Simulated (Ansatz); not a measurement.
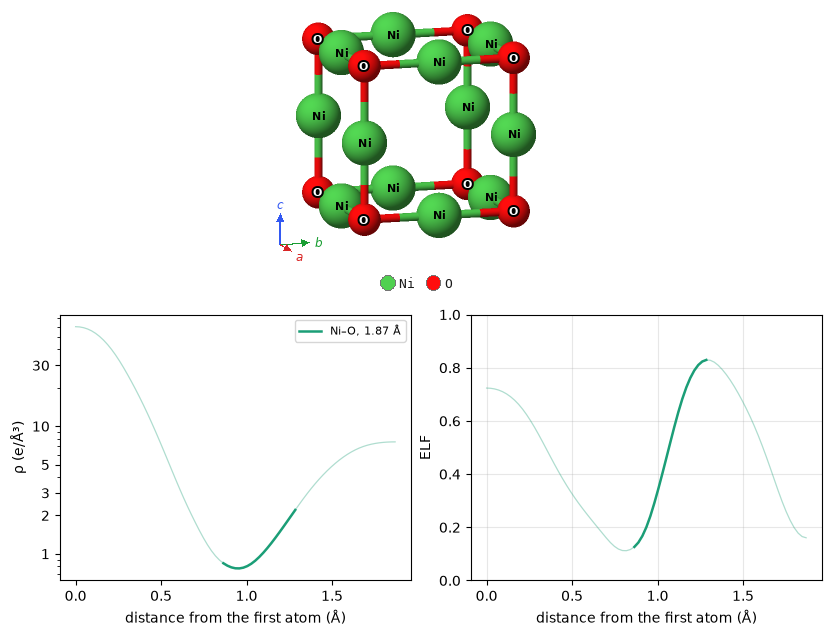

Figure 1: Ni₃O. Valence charge density (pseudo) and electron localisation function along straight lines between neighbouring atoms. Thin, pale parts lie inside the atomic spheres. The structure is drawn too.

Space group Pm-3m; a structure generated by program, which may or may not match a known phase; computed without spin polarisation.

Level of theory: Ansatz 0.2.0, DFT PBE, scalar-relativistic, plane waves, PAW.

The density is the valence pseudo-density of a PAW calculation; it isn't the true density close to the nuclei.

Q: What can be read from the curves?

A: Ni–O (1.87 Å): ρ at the midpoint is about 0.77 e/Å³; the ELF peaks at about 0.85 in the valence shell of O, 0.6 Å from its nucleus, and is about 0.20 at the midpoint; no localised pair shows between them.
